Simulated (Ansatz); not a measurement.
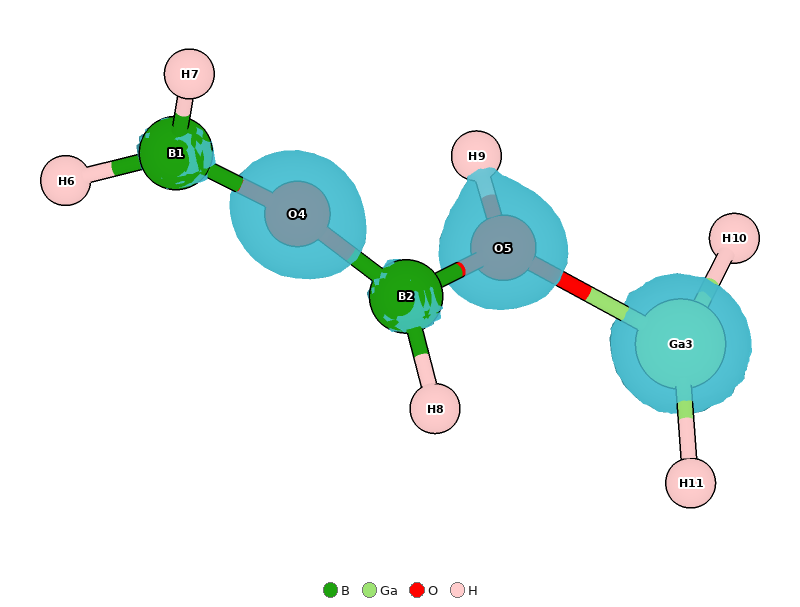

Figure. B$_{2}$GaH$_{6}$O$_{2}$ (SMILES BOB[OH+][GaH2]) (charge +1). Isosurface of the total electron density at 2 e/Å³ (cyan), seen at a tilt.

Geometry: B3LYP-D3(BJ)/def2-SVP.

These are results of isolated molecule in a Gaussian basis; Kohn-Sham density functional theory, functional PBE0 (Ansatz 0.2.0), not measurements.

```yaml
atoms:
  - { symbol: B, position_ang: [-0.9326, 1.6338, 1.2270] }
  - { symbol: B, position_ang: [0.0706, 0.0005, -0.6150] }
  - { symbol: Ga, position_ang: [2.1971, -1.9678, -1.7732] }
  - { symbol: O, position_ang: [-0.2916, 0.7693, 0.3793] }
  - { symbol: O, position_ang: [1.3188, -0.7072, -0.4740] }
  - { symbol: H, position_ang: [-0.6618, 2.7983, 1.1319] }
  - { symbol: H, position_ang: [-1.6930, 1.1590, 2.0239] }
  - { symbol: H, position_ang: [-0.5135, -0.1899, -1.6392] }
  - { symbol: H, position_ang: [1.7691, -0.5279, 0.3736] }
  - { symbol: H, position_ang: [3.4843, -2.3713, -1.0321] }
  - { symbol: H, position_ang: [1.2369, -2.0189, -2.9709] }
```

**What does this surface tell about the bonding?**

At this value the surface falls into seven separate pieces. It bridges the sampled O–H (0.98 Å) contacts, where the density stays above the isovalue. It is pinched off along the sampled B–O (1.31 Å), Ga–O (2.01 Å) and B–O (1.37 Å) contacts. On the grid the lowest density along these lines, outside the cores, is 1.7 e/Å³ (B–O, 1.31 Å), 0.49 e/Å³ (Ga–O, 2.01 Å), 2.3 e/Å³ (O–H, 0.98 Å) and 1.3 e/Å³ (B–O, 1.37 Å).
